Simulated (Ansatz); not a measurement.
# ClH3OSi···HCl···H2O: what the fields show

Input

```
crystal:
  periodic: [false, false, false]
  atoms:
    - {symbol: Si, position_ang: [-0.176710, 1.588761, -0.072195]}
    - {symbol: Cl, position_ang: [-0.317942, -1.243603, -2.324922]}
    - {symbol: H, position_ang: [0.515677, 1.894732, -1.337338]}
    - {symbol: H, position_ang: [-1.523719, 1.017143, -0.220696]}
    - {symbol: Cl, position_ang: [-0.319118, 3.360288, 0.958096]}
    - {symbol: H, position_ang: [0.295371, -1.312649, 0.806165]}
    - {symbol: O, position_ang: [0.669387, 0.501602, 0.844182]}
    - {symbol: H, position_ang: [-0.156427, -1.805211, -1.135055]}
    - {symbol: O, position_ang: [0.103670, -2.205948, 0.471519]}
    - {symbol: H, position_ang: [1.577739, 0.724503, 1.060799]}
    - {symbol: H, position_ang: [-0.667929, -2.519619, 0.949345]}
basis:
  gaussian: {orbitals: def2-TZVPP}
hamiltonian: {xc: pbe0, dispersion: d4}
output: {orbitals: {seedname: orbitals}}
```

Command:

```sh
ansatz run in.yaml --threads 8 --pin off --events-out ev --progress --plain --max-ram 19148MiB
```

The product side of a reaction path; geometry: PBE0-D4/def2-TZVP.

These are results of Ansatz 0.2.0, RKS PBE0-D4/def2-TZVPP, not measurements.

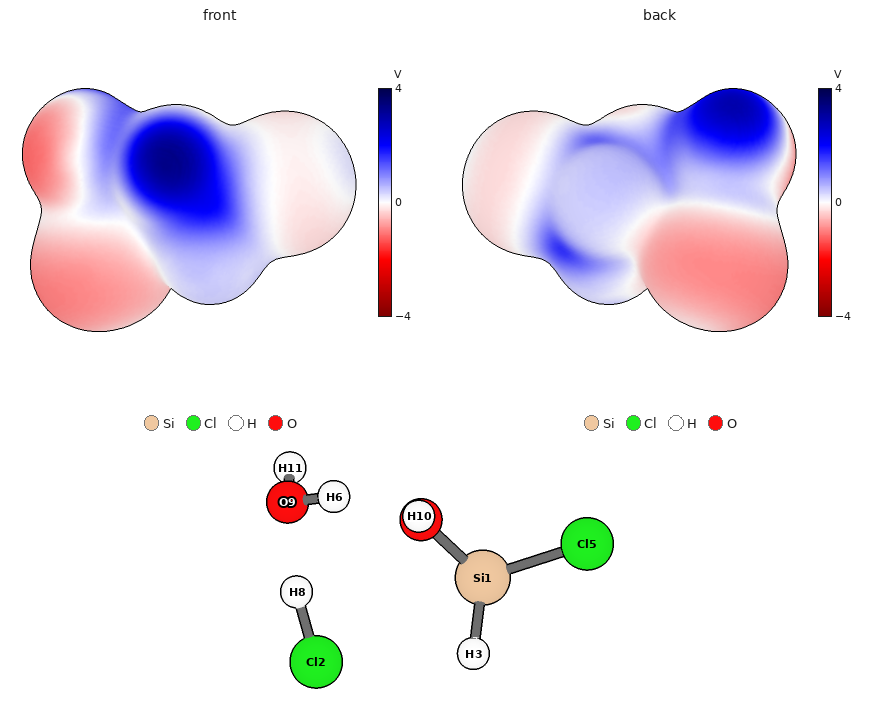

Figure 1. The electrostatic potential painted on the density surface at 0.002 e/bohr³, seen from the front and from behind; the colour scale runs from red (negative) to blue (positive). The bare structure is drawn below in the same view.

Where is the surface potential most negative and most positive?

Answer. The most negative region (about −1.1 V) lies over O9, the most positive (about +3.3 V) over H10. O9 is the likeliest acceptor of a hydrogen bond.

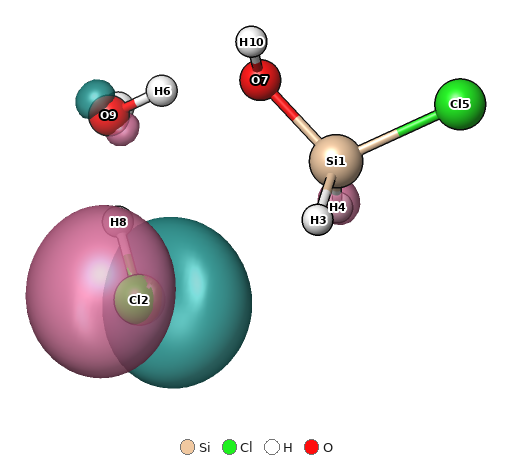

Figure 2. One frontier orbital at ±0.1 Å⁻³ᐟ² (teal and pink are the two phases), seen at a tilt.

Which orbital is it: HOMO or LUMO?

Answer. The HOMO, at −8.60 eV. Its weight (Hirshfeld) is mainly on Cl2 (about 90 %); largely a lone pair of Cl2.

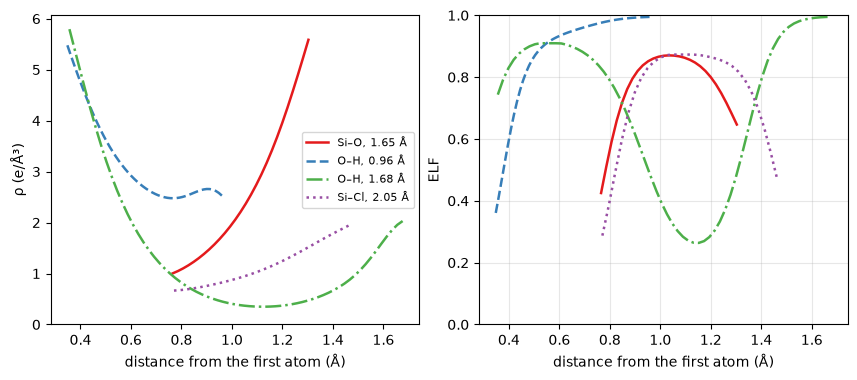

Figure 3. Total electron density and electron localisation function along straight lines between neighbouring atoms. The curves leave out the atomic cores.

What can be read from the curves?

Answer. Si–O (1.65 Å): ρ is about 1.2 e/Å³ halfway; the ELF peaks at about 0.85 between the atoms: a polar covalent bond.
O–H (0.96 Å): ρ at the midpoint is about 3.8 e/Å³; the ELF climbs to about 1 towards the hydrogen, as it does in any bond to H (an ordinary covalent bond to hydrogen).
O9···H8 (1.68 Å): the density falls to about 0.35 e/Å³ on the way; the ELF dips to about 0.25 between them.
Si–Cl (2.05 Å): the density is about 0.91 e/Å³ at the midpoint; the ELF peaks at about 0.85 between the atoms (a polar covalent bond).
